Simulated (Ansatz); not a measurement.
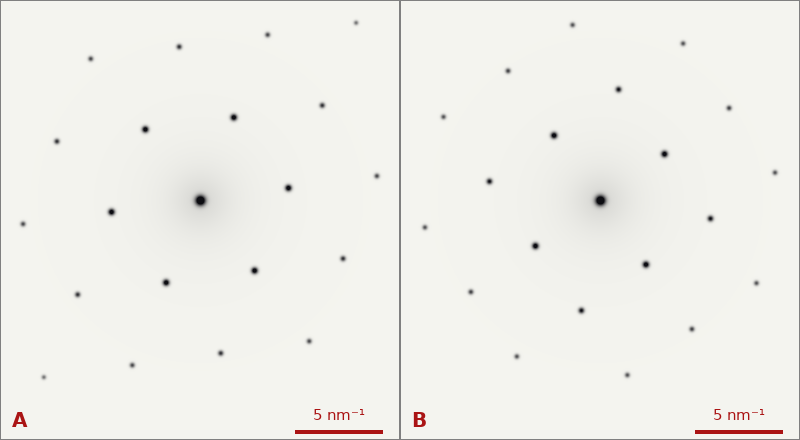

Kinematic electron diffraction patterns (200 kV, B = 0.5 Å², same scale, each along a low-index zone) of two structures of composition ZnC, each relaxed at zero pressure with DFT PBE, scalar-relativistic, plane waves, PAW (Ansatz 0.2.0).

The structures (standard cells):
1. Fm-3m (No. 225), a = 4.389 Å, 8 atoms; generated start, possibly hypothetical
2. Pm-3m (No. 221), a = 2.755 Å, 2 atoms; generated start, possibly hypothetical

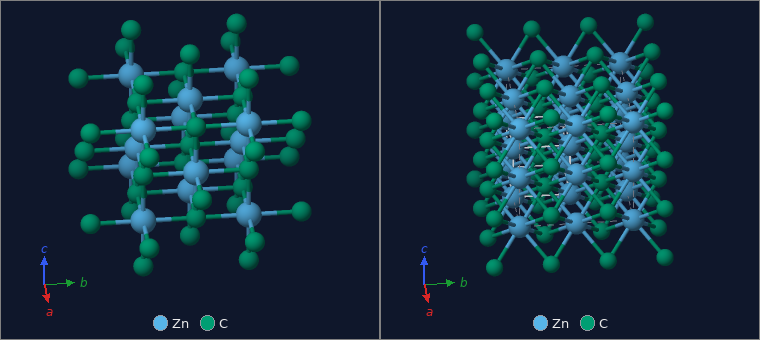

Drawings of the structures 1 to 2, from left to right (each may span several cells).

Which pattern belongs to which structure, and along which zone?

A is structure 2 along [111] or an equivalent direction: hexagonal net of -1 1 0 at d = 1.95 Å and -1 0 1 at d = 1.95 Å, 60.0° apart. B is structure 1 along [001] or an equivalent direction: square net of 2 0 0 at d = 2.19 Å and 0 2 0 at d = 2.19 Å, 90.0° apart.

Rank the structures by their computed energy.

Structure 1 (Fm-3m, 10.57 Å³ an atom) is the lowest of these; structure 2 (Pm-3m, 10.46 Å³ an atom) lies about 270 meV an atom higher. These are static energies at 0 K; other structures, not shown, may lie lower still.
